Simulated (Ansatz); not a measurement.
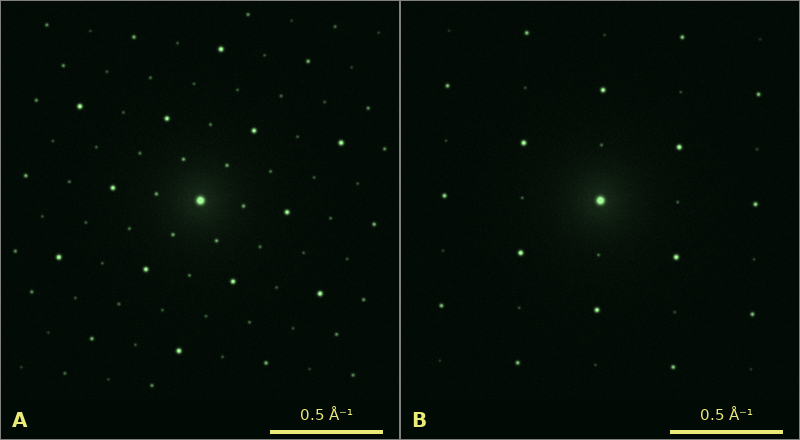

Kinematic electron diffraction patterns (300 kV, B = 0.5 Å², same scale, each along a low-index zone) of two structures of composition W3Se, each relaxed at zero pressure with DFT PBE, scalar-relativistic, plane waves, PAW in Ansatz 0.2.0.

The structures (standard cells):
1. Pm-3m (No. 221), a = 4.040 Å, 4 atoms; generated start, possibly hypothetical
2. P6_3/mmc (No. 194), a = 5.837 Å, c = 4.594 Å (hexagonal axes), 8 atoms; generated start, possibly hypothetical

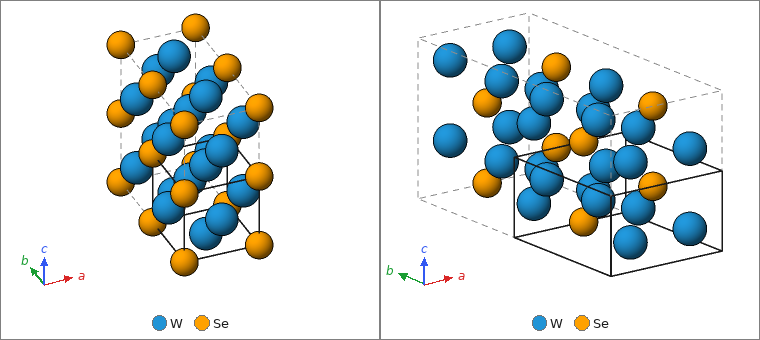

Drawings of the structures 1 to 2, from left to right (each may span several cells).

Question: Which pattern belongs to which structure, and along which zone?

Answer: A is structure 2 along [001]: hexagonal net of 1 -1 0 at d = 5.05 Å and 1 0 0 at d = 5.05 Å, 60.0° apart (some points of this net are extinct or too weak to see). B is structure 1 along [110] or an equivalent direction: rectangular net of 0 0 1 at d = 4.04 Å and 1 -1 0 (weak) at d = 2.86 Å, 90.0° apart.

Question: Rank the structures by their computed energy.

Answer: Structure 2 (P6_3/mmc, 16.94 Å³ an atom) is the lowest of these; structure 1 (Pm-3m, 16.49 Å³ an atom) lies about 170 meV an atom higher. These are static energies at 0 K; other structures, not shown, may lie lower still.
